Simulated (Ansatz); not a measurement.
```xyz
8

Al    0.0434   -0.3066    0.1076
F    -0.1016   -0.4547    1.7541
O     1.5843   -0.4538   -0.5327
H     1.8714   -0.5283   -1.4246
O    -1.3270   -0.4008   -0.8568
H    -2.2414   -0.3781   -0.6409
Cl    0.0451    2.4023    0.8316
H     0.0864    1.9218    2.0154
```

These are results of RHF/def2-SVP in Ansatz 0.2.0, not measurements.

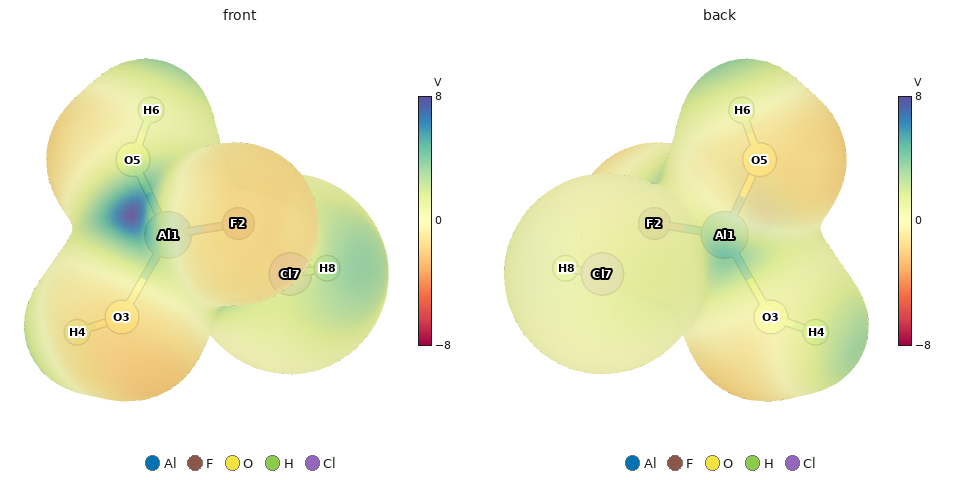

AlFH₂O₂···HCl. The electrostatic potential painted on the density surface at 0.004 e/bohr³, seen from the front and from behind; red is negative and blue positive.

**Where is the surface potential most negative and most positive?**

The most negative region (about −2.2 V, or −51 kcal/mol for a unit charge) lies over O3, the most positive (about +6.5 V, or +150 kcal/mol for a unit charge) over Al1. Cl7 shows a σ-hole: about +1.3 V, or +30 kcal/mol for a unit charge at the tip opposite its bond, against about +0.1 V on its flanks. O3 is the likeliest acceptor of a hydrogen bond.
